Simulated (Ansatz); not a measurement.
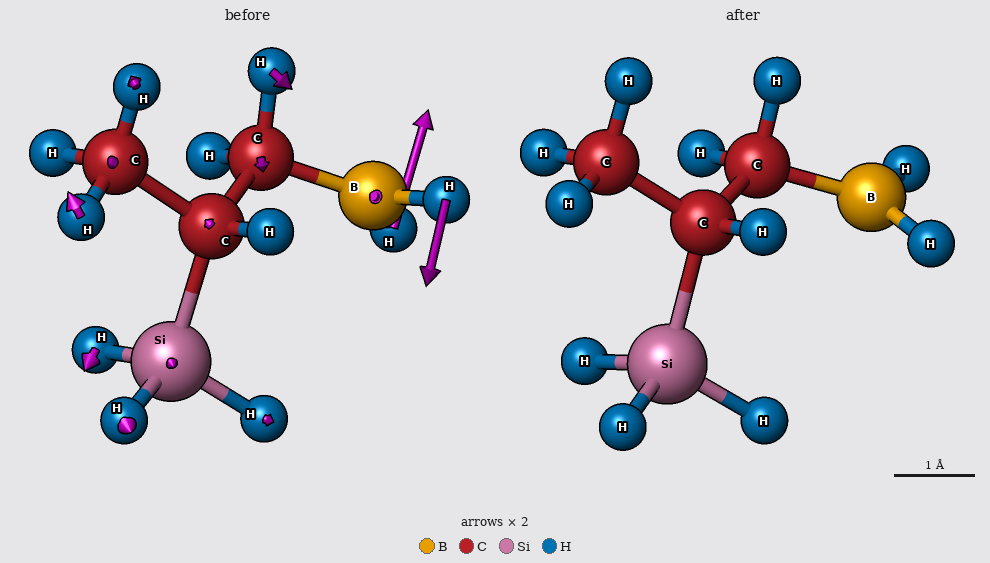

The structure of C₃H₁₁BSi (coarse preliminary run) before (left) and after (right) a relaxation, at one scale. The purple arrows give the displacements, magnified 2 times.

Style: ball-and-stick. Shown at a tilt.

The start comes from a force field.

These are results of RKS PBE-D4/def2-SVP in Ansatz, not measurements. Set-up: force threshold 0.03 eV/Å; at most 200 steps.

Describe what moved and what it gained.

An H atom moves most after the best rigid fit: 0.78 Å. Largest moves by element: H 0.78 Å, C 0.10 Å, B 0.09 Å, Si 0.07 Å. Some distances before and after: C–H 1.035 → 1.112 Å, H–Si 1.430 → 1.507 Å, C–C 1.585 → 1.536 Å, C–Si 1.860 → 1.909 Å. Among the angles between lasting bonds that change: H–C–H 116.3° → 107.4°, B–C–H 104.7° → 96.4°, C–C–H 104.3° → 112.2°. Groups turn about B–C by about 35°. The energy falls by 51.8 kJ/mol in 10 accepted moves (12 points after the start). Largest force component: 4.8 eV/Å at the start, 0.018 eV/Å at the end. The line search rejected the trial steps at points 6, 9 of the run. Cost: 20 s on 4 threads of Arm Neoverse V2, with other jobs on the host.
